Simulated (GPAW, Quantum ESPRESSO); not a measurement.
**O K ELNES/XANES of MgV2O6 (C2/m) from DFT**

What does one-electron theory with a core hole give for the O K edge of MgV2O6 (C2/m)?

Main program and level: GPAW 26.7.0; X-ray absorption from dipole matrix elements to empty bands, plane-wave PAW LDA+U.

### 1. Starting point

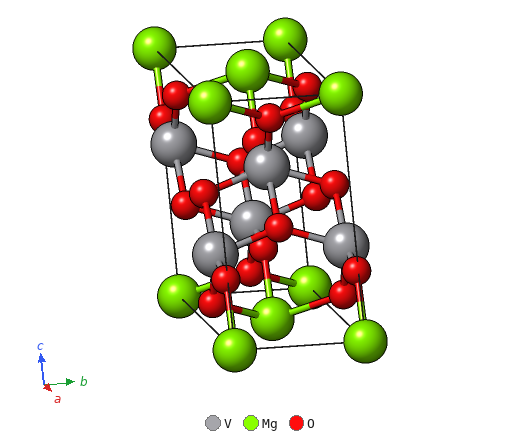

The cell as given, slightly off an axis (vanadium grey, magnesium green, oxygen red). This picture shows the conventional cell, with its axes. Some periodic images of atoms are drawn too.

As a file:

```xyz
9
Lattice="4.6395 -1.7510 0.0000 4.6395 1.7510 0.0000 -2.4964 0.0000 6.2509" Properties=species:S:1:pos:R:3 pbc="T T T"
V     0.1695    0.0000    4.1031
V     6.6131    0.0000    2.1478
Mg    0.0000    0.0000    0.0000
O     1.0183    0.0000    5.5427
O     5.7643    0.0000    0.7082
O     1.7632    0.0000    2.7179
O     5.0194    0.0000    3.5330
O    -1.4417    0.0000    4.5232
O     8.2243    0.0000    1.7278
```

### 2. Ground state of the crystal

The ground state comes first: it tells whether the system has a gap, which decides how the excited electron is treated.

Contents of scf.py:

```python
import numpy as np
from ase import Atoms
from ase.parallel import parprint, paropen
from gpaw import GPAW, PW, FermiDirac, Mixer, MixerDif, setup_paths
from gpaw.test import gen
setup_paths.insert(0, '.')
gen('O', name='nch1s', xcname='LDA', corehole=(1, 0, 0), write_xml=True)
from gpaw.mpi import world
world.barrier()

atoms = Atoms('V2MgO6',
    cell=[[4.6395, -1.751, 0],
     [4.6395, 1.751, 0],
     [-2.49640426, 0, 6.25094607]],
    scaled_positions=[[0.19486, 0.19486, 0.6564],
     [0.80514, 0.80514, 0.3436],
     [0, 0, 0],
     [0.3483, 0.3483, 0.8867],
     [0.6517, 0.6517, 0.1133],
     [0.307, 0.307, 0.4348],
     [0.693, 0.693, 0.5652],
     [0.0393, 0.0393, 0.7236],
     [0.9607, 0.9607, 0.2764]],
    magmoms=[2.0, -2.0, 0.0, 0.0, 0.0, 0.0, 0.0, 0.0, 0.0],
    pbc=True)
atoms.calc = calc = GPAW(legacy_gpaw=True, mode=PW(500, force_complex_dtype=True), xc='LDA', setups={'V': ':d,3', 3: 'nch1s'},
    kpts={'size': (5, 5, 3), 'gamma': True}, occupations=FermiDirac(0.05),
    charge=0, mixer=MixerDif(0.05, 8, 50), maxiter=150,
    convergence={'density': 0.0001, 'eigenstates': 1e-6}, txt='scf.txt')
energy = atoms.get_potential_energy() + calc.get_reference_energy()
ef = calc.get_fermi_level()
out = dict(energy=energy, fermi=ef, forces=atoms.get_forces().tolist(), magmoms=atoms.get_magnetic_moments().tolist())
parprint(f'all-electron energy {energy:.4f} eV, Fermi level {ef:.4f} eV')
ev = np.array([[calc.get_eigenvalues(k, s) for k in range(len(calc.get_ibz_k_points()))] for s in range(calc.get_number_of_spins())])
out['homo'], out['lumo'], out['counts'] = ev[ev < ef].max(), ev[ev > ef].min(), sorted(set((ev < ef).sum((0, 2)).tolist()))
out['filled'] = (ev[:, 0] < ef).sum(1).tolist()
import json
with paropen('out.json', 'w') as f:
    json.dump(out, f)
```

On the command line:

```sh
OMP_NUM_THREADS=1 mpirun -n 4 gpaw python scf.py
```

Numbers of over 12 decimals in the logs are rounded to 6 here.

The program printed:

```text
Input parameters:
  convergence: {density: 0.0001,
                eigenstates: 1e-06}
  kpts: {gamma: True,
         size: (5, 5, 3)}
  maxiter: 150
  mixer: {backend: pulay,
          beta: 0.05,
          method: difference,
          nmaxold: 8,
          weight: 50}
  mode: {ecut: 500.0,
         force_complex_dtype: True,
         name: pw}
  occupations: {fixmagmom: False,
                name: fermi-dirac,
                width: 0.05}
  setups: {3: nch1s,
           V: :d,3}

Initialize ...

[... PAW data sets ...]

Reference energy: -69129.882096  # eV

Spin-polarized calculation.
Initial magnetic moment: 0.000000

[... convergence settings ...]
Symmetries present (total): 2
  [... symmetry matrices ...]

75 k-points: 5 x 5 x 3 Monkhorst-Pack grid
24 k-points in the irreducible part of the Brillouin zone
       k-points in crystal coordinates                weights
   0:     0.00000000    0.00000000    0.00000000          1/75
   1:     0.00000000    0.00000000    0.33333333          2/75
   2:     0.20000000   -0.20000000    0.00000000          2/75
   3:     0.20000000   -0.20000000    0.33333333          4/75
   4:     0.20000000    0.00000000   -0.33333333          4/75
   5:     0.20000000    0.00000000    0.00000000          4/75
   6:     0.20000000    0.00000000    0.33333333          4/75
   7:     0.20000000    0.20000000   -0.33333333          2/75
   8:     0.20000000    0.20000000    0.00000000          2/75
   9:     0.20000000    0.20000000    0.33333333          2/75
          ...
  23:     0.40000000    0.40000000    0.33333333          2/75

Wave functions: Plane wave expansion
  Cutoff energy: 500.000 eV
  Number of coefficients (min, max): 2562, 2603
  Pulay-stress correction: 0.000000 eV/Ang^3 (de/decut=0.000000)
  Using FFTW library
  Wavefunction extrapolation:
    Improved wavefunction reuse through dual PAW basis

Occupation numbers: Fermi-Dirac:
  width: 0.0500  # eV

Eigensolver
   Davidson(niter=2)

Densities:
  Coarse grid: 27*27*35 grid
  Fine grid: 54*54*70 grid
  Total Charge: 0.000000

Density mixing:
  Method: difference
  Backend: pulay
  Linear mixing parameter: 0.05
  old densities: 8
  Width of damping distribution: 1.1
  Damping of long wavelength oscillations: 50

[... Hamiltonian set-up ...]
Number of atoms: 9
Number of atomic orbitals: 58
Number of bands in calculation: 48
Number of valence electrons: 72
Bands to converge: occupied

... initialized

Initializing position-dependent things.

Density initialized from atomic densities
Creating initial wave functions:
  48 bands from LCAO basis set

             O
       O   V
                       O
               O
                           V   O

           Mg            O

Atomic positions and initial magnetic moments

Positions:
   0 V      0.169466    0.000000    4.103121    ( 0.0000,  0.0000,  2.0000)
   1 V      6.613130    0.000000    2.147825    ( 0.0000,  0.0000, -2.0000)
   2 Mg     0.000000    0.000000    0.000000    ( 0.0000,  0.0000,  0.0000)
   3 O      1.018314    0.000000    5.542714    ( 0.0000,  0.0000,  0.0000)
   4 O      5.764282    0.000000    0.708232    ( 0.0000,  0.0000,  0.0000)
   5 O      1.763216    0.000000    2.717911    ( 0.0000,  0.0000,  0.0000)
   6 O      5.019379    0.000000    3.533035    ( 0.0000,  0.0000,  0.0000)
   7 O     -1.441733    0.000000    4.523185    ( 0.0000,  0.0000,  0.0000)
   8 O      8.224329    0.000000    1.727761    ( 0.0000,  0.0000,  0.0000)

Unit cell:
           periodic     x           y           z      points  spacing
  1. axis:    yes    4.639500   -1.751000    0.000000    27     0.1202
  2. axis:    yes    4.639500    1.751000    0.000000    27     0.1202
  3. axis:    yes   -2.496404    0.000000    6.250946    35     0.1786

  Lengths:   4.958927   4.958927   6.731000
  Angles:  110.303408 110.303408  41.354153

Effective grid spacing dv^(1/3) = 0.1585

iter:   1   -80.904919                   +0.0000
iter:   2   -77.842971   -0.76  -0.95    +0.0000
iter:   3   -72.663273   -0.15  -1.01    +0.0000
iter:   4   -71.162482   -1.69  -1.27    +0.0000
iter:   5   -71.181288   -1.37  -1.36    +0.0000
iter:   6   -70.429445   -1.13  -1.32    +0.0000
iter:   7   -70.464322   -2.19  -1.67    +0.0000
iter:   8   -71.543391   -1.40  -1.67    -0.0000
[...]
iter:  14   -70.148691   -1.77  -2.29    -0.0000
iter:  15   -70.092442   -2.03  -2.14    -0.0000
iter:  16   -70.088825   -3.85  -2.67    -0.0000
iter:  17   -70.088513c  -3.36  -2.84    -0.0000
iter:  18   -70.088486c  -3.93  -2.96    +0.0000
iter:  19   -70.088331c  -5.17  -3.10    +0.0000
iter:  20   -70.088361c  -4.79  -3.17    -0.0000
iter:  21   -70.088183c  -4.90  -3.38    -0.0000
iter:  22   -70.088182c  -5.83  -3.91    -0.0000
iter:  23   -70.088198c  -5.80  -3.93    -0.0000
iter:  24   -70.088186c  -5.56  -3.92    -0.0000
iter:  25   -70.088186c  -6.86c -4.41c   -0.0000

Converged after 25 iterations.

Dipole moment: (-0.000000, -0.000000, 0.000000) |e|*Ang

Total magnetic moment: (0.000000, 0.000000, -0.000000)
Local magnetic moments:
   0 V  ( 0.000000,  0.000000,  0.000000)
   1 V  ( 0.000000,  0.000000, -0.000000)
   2 Mg ( 0.000000,  0.000000,  0.000000)
   3 O  ( 0.000000,  0.000000, -0.000000)
   4 O  ( 0.000000,  0.000000,  0.000000)
   5 O  ( 0.000000,  0.000000,  0.000000)
   6 O  ( 0.000000,  0.000000, -0.000000)
   7 O  ( 0.000000,  0.000000,  0.000000)
   8 O  ( 0.000000,  0.000000, -0.000000)

Energy contributions relative to reference atoms: (reference = -69129.882096)

Kinetic:        +26.551615
Potential:      -38.575879
External:        +0.000000
XC:             -57.881518
Entropy (-ST):   -0.000000
Local:           -0.182405
SIC:             +0.000000
--------------------------
Free energy:    -70.088186
Extrapolated:   -70.088186

Spin contamination: 0.000000 electrons
Showing only first 2 kpts
                      Up                     Down
 Kpt  Band  Eigenvalues  Occupancy  Eigenvalues  Occupancy
  0    34      2.10990    1.00000      2.10990    1.00000
  0    35      2.14193    1.00000      2.14193    1.00000
  0    36      5.67703    0.00000      5.67703    0.00000
  0    37      5.73489    0.00000      5.73489    0.00000

  1    34      1.90744    1.00000      1.90744    1.00000
  1    35      2.26876    1.00000      2.26876    1.00000
  1    36      5.54267    0.00000      5.54267    0.00000
  1    37      5.88158    0.00000      5.88158    0.00000

Fermi level: 3.95101

Gap: 2.843 eV
Transition (v -> c):
  (s=0, k=17, n=35, [0.40, 0.00, 0.33]) -> (s=1, k=12, n=36, [0.40, -0.20, -0.33])
Direct/indirect transitions are different
Direct gap: 2.847 eV
Transition at: (s=0->1, k=17, n=35, [0.40, 0.00, 0.33])

Forces in eV/Ang:
  0 V    -0.16000    0.00000    0.20306
  1 V     0.16000    0.00000   -0.20306
  2 Mg    0.00000    0.00000   -0.00000
  3 O    -0.09755    0.00000   -0.40069
  4 O     0.09755    0.00000    0.40069
  5 O    -0.12949    0.00000   -0.13101
  6 O     0.12949    0.00000    0.13101
  7 O     0.41874    0.00000   -0.14702
  8 O    -0.41874    0.00000    0.14702
Scalar-relativistic atomic LDA calculation for O (Oxygen, Z=8)
Core hole in 1s state (1s occupation: 2.0)
300 radial gridpoints.
|------------------------------------------------|
|------------------------------------------------|
[... the atom generator's iteration count ...]

Energy contributions:
-------------------------
Kinetic:      +74.266897
XC:            -7.772280
Potential:   -141.018865
-------------------------
Total:        -74.524248

state      eigenvalue         ekin         rmax
-----------------------------------------------
1s^2.0 :   -18.772897    28.821965        0.130
2s^2.0 :    -0.872866     3.204810        0.874
2p^4.0 :    -0.337925     2.553337        0.813
-----------------------------------------------
(units: Bohr and Hartree)

Generating PAW setup
Kinetic energy of the core from tauc = 57.689706
Cutoffs:
rc(s)=1.300
rc(p)=1.130
rc(d)=1.170
rc(vbar)=1.300
rc(comp)=1.260
rc(nct)=1.300

Kinetic energy of the core states: 57.643930
Charge: 0.0
Core electrons: 2.0
Valence electrons: 6.0
Pseudo-core charge: 0.000776
Shape function alpha=6.299
Pseudo-electron charge 5.666261
state    eigenvalue         norm
--------------------------------
2s(2) :    -0.872866     1.079797
*s    :     0.127134
2p(4) :    -0.337925     0.876472
*p    :     0.662075
*d    :     0.000000
--------------------------------

Diagonalizing with gridspacing h=0.050

state   all-electron     PAW
-------------------------------
2s:      -0.872866    -0.873954
2p:      -0.337925    -0.341740
*d:                    0.050276
*f:                    0.077289
-------------------------------
all-electron energy -69199.9703 eV, Fermi level 3.9510 eV
```

It took 87 s on 4 MPI ranks of Arm Neoverse V1, shared host; peak memory 0.35 GiB.

The mesh shows a gap of 2.84 eV, so the hole is first treated in a charged cell, without the excited electron.

### 3. Supercell without a hole, the energy reference

The photon energy needs a difference of total energies, so the cell and mesh of the coming hole run are first run without a hole.

Contents of scf.py:

```python
import numpy as np
from ase import Atoms
from ase.parallel import parprint, paropen
from gpaw import GPAW, PW, FermiDirac, Mixer, MixerDif, setup_paths
from gpaw.test import gen
setup_paths.insert(0, '.')
gen('O', name='nch1s', xcname='LDA', corehole=(1, 0, 0), write_xml=True)
from gpaw.mpi import world
world.barrier()

atoms = Atoms('V4Mg2O12',
    cell=[[4.6395, -1.751, 0],
     [2.14309574, 1.751, 6.25094607],
     [0, -7.004, 0]],
    scaled_positions=[[0.73332, 0.6564, 0.23077],
     [0.73332, 0.6564, 0.73077],
     [0.26668, 0.3436, 0.76923],
     [0.26668, 0.3436, 0.26923],
     [0, 0, 0],
     [0, 0, 0.5],
     [0.8099, 0.8867, 0.2692],
     [0.8099, 0.8867, 0.7692],
     [0.1901, 0.1133, 0.7308],
     [0.1901, 0.1133, 0.2308],
     [0.1792, 0.4348, 0.0639],
     [0.1792, 0.4348, 0.5639],
     [0.8208, 0.5652, 0.9361],
     [0.8208, 0.5652, 0.4361],
     [0.355, 0.7236, 0.34215],
     [0.355, 0.7236, 0.84215],
     [0.645, 0.2764, 0.65785],
     [0.645, 0.2764, 0.15785]],
    magmoms=[2.0, 2.0, -2.0, -2.0, 0.0, 0.0, 0.0, 0.0, 0.0, 0.0, 0.0, 0.0, 0.0, 0.0, 0.0, 0.0, 0.0, 0.0],
    pbc=True)
atoms.calc = calc = GPAW(legacy_gpaw=True, mode=PW(500, force_complex_dtype=True), xc='LDA', setups={'V': ':d,3', 6: 'nch1s'},
    kpts={'size': (3, 2, 2), 'gamma': True}, occupations=FermiDirac(0.02),
    charge=0, mixer=MixerDif(0.05, 8, 50), maxiter=150,
    convergence={'density': 0.0001, 'eigenstates': 1e-6}, txt='scf.txt')
energy = atoms.get_potential_energy() + calc.get_reference_energy()
ef = calc.get_fermi_level()
out = dict(energy=energy, fermi=ef, forces=atoms.get_forces().tolist(), magmoms=atoms.get_magnetic_moments().tolist())
parprint(f'all-electron energy {energy:.4f} eV, Fermi level {ef:.4f} eV')
ev = np.array([[calc.get_eigenvalues(k, s) for k in range(len(calc.get_ibz_k_points()))] for s in range(calc.get_number_of_spins())])
out['homo'], out['lumo'], out['counts'] = ev[ev < ef].max(), ev[ev > ef].min(), sorted(set((ev < ef).sum((0, 2)).tolist()))
out['filled'] = (ev[:, 0] < ef).sum(1).tolist()
import json
with paropen('out.json', 'w') as f:
    json.dump(out, f)
```

The program printed:

```text
Input parameters:
  convergence: {density: 0.0001,
                eigenstates: 1e-06}
  kpts: {gamma: True,
         size: (3, 2, 2)}
  maxiter: 150
  mixer: {backend: pulay,
          beta: 0.05,
          method: difference,
          nmaxold: 8,
          weight: 50}
  mode: {ecut: 500.0,
         force_complex_dtype: True,
         name: pw}
  occupations: {fixmagmom: False,
                name: fermi-dirac,
[...]
2s(2) :    -0.872866     1.079797
*s    :     0.127134
2p(4) :    -0.337925     0.876472
*p    :     0.662075
*d    :     0.000000
--------------------------------

Diagonalizing with gridspacing h=0.050

state   all-electron     PAW
-------------------------------
2s:      -0.872866    -0.873954
2p:      -0.337925    -0.341740
*d:                    0.050276
*f:                    0.077289
-------------------------------
all-electron energy -138399.9338 eV, Fermi level 4.1437 eV
[key lines of the parts left out:]
Converged after 23 iterations.
Dipole moment: (0.000001, -0.000013, -0.000001) |e|*Ang
Free energy:   -140.169597
Fermi level: 4.14368
```

It took 1.8 min on 4 MPI ranks; peak memory 0.47 GiB; 7 min of CPU time.

Reference energy: -138399.934 eV with the cores included.

[end of part 1 of 2]

[Banner, clock and machine lines of the logs are left out without a mark of their own.]

[Logs are printed without paths, hosts, clocks, repeated set-up lines and the standing remarks that a program may print on its own settings, such as how far it seeks lower states.]

[Hosts, paths, dates, database ids (printed as entryN), source tags and the programs' standing remarks are cut or masked in the printed files.]

[Lists of maxima count a maximum above −3 eV only where it reaches 4 % of the highest in the window and stands out from its surroundings by 2 % of it (1.5 % where it reaches 55 %); shoulders and weaker maxima are passed over, and of the rest the first, up to two pre-edge ones and the few strongest are named.]
